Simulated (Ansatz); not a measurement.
The calculation's input:

```
crystal:
  lattice:
    - [3.8337364699, 0.250524443, 0.2324068919]
    - [1.5919123349, 4.8238734324, 0.3563175908]
    - [1.5280839161, 1.3216715616, 5.238551324]
  atoms:
    - { symbol: Li, position: [0.8758804387, 0.6864309751, 0.5618643611] }
    - { symbol: Li, position: [0.6990495445, 0.5181458876, 0.0842939471] }
    - { symbol: Li, position: [0.199139534, 0.1540543052, 0.447608752] }
    - { symbol: Li, position: [0.5373719701, 0.2367186825, 0.6885008409] }
    - { symbol: Si, position: [-0.0386886215, 1.0075708984, 1.0693984818] }
    - { symbol: "N", position: [0.7690105998, 0.1033964688, 0.3584292618] }
    - { symbol: "N", position: [0.9582365341, 0.2936827826, 0.7899043553] }
basis:
  ecutwfc: 420
kpoints:
  mp_grid: { grid: [6, 6, 4] }
  band_path:
    path:
      - [[0.0, 0.0, 0.0], [0.0, 0.0, -0.5]]
      - [[0.0, -0.5, 0.0], [0.0, 0.0, 0.0], [-0.5, 0.0, 0.0]]
      - [[-0.5, -0.5, -0.5], [0.0, 0.0, 0.0], [-0.5, -0.5, 0.0]]
      - [[-0.5, 0.0, -0.5], [0.0, 0.0, 0.0], [0.0, -0.5, -0.5]]
    npoints: 4
hamiltonian:
  xc: hse06
scf:
  occupations: { method: gaussian, width: 0.02 }
output:
  forces: true
  stress: true
  eigenvalues: true
  populations: true
  dos: { projected: true, de: 0.02 }
  bader: false
  write_density: true
  write_potential: true
  elf: true
  volumetric_format: npy
```

Launched as:

```sh
ansatz run input.yaml --threads 1 --pin off --max-ram 2560MiB --backend cpu --events-out ev --progress --plain --runs-dir out
```

Below, planes, directions and counts refer to the conventional cell (a = 9.43 Å, b = 3.85 Å, c = 6.01 Å, α = 90.03°, β = 122.59°, γ = 89.96°).

Space group Cm; a generated structure, not necessarily the stable one; not relaxed (largest force 0.6 eV/Å).

Theory: Ansatz, DFT HSE06, scalar-relativistic, plane waves, PAW.

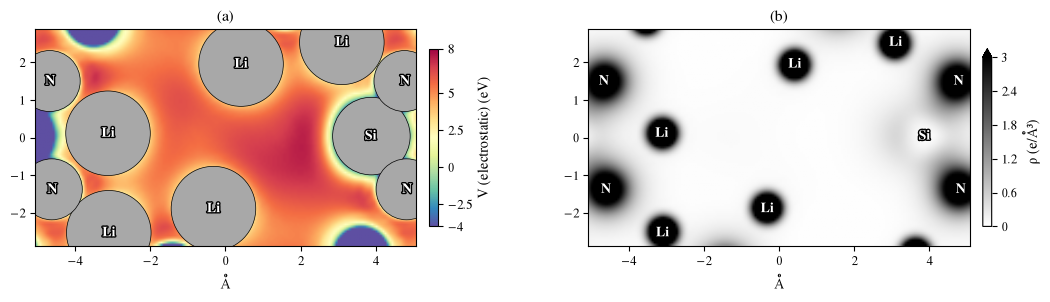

Li4SiN2. (a) electrostatic potential energy of an electron; (b) valence charge density (pseudo) on the (010) plane of the conventional cell. Grey discs cover the atomic cores in the potential map.

In a PAW calculation such maps are meaningful between the atoms, not at the nuclei.

Q: Read the bonding off the picture.

A: The plane passes through Li, Si and N nuclei.
Si–N (1.70 Å): the density is about 1.2 e/Å³ at the midpoint.
Li–N (1.90 Å): ρ at the midpoint is about 0.47 e/Å³.
Li–N (1.96 Å): ρ at the midpoint is about 0.44 e/Å³.
Li–N (2.08 Å): the density is about 0.35 e/Å³ at the midpoint.
Between the atoms the lowest density in this plane is 0.01 e/Å³.
Outside the cores the potential energy rises away from the atoms and is highest about 1.9 Å from the nearest atoms; its zero is arbitrary.
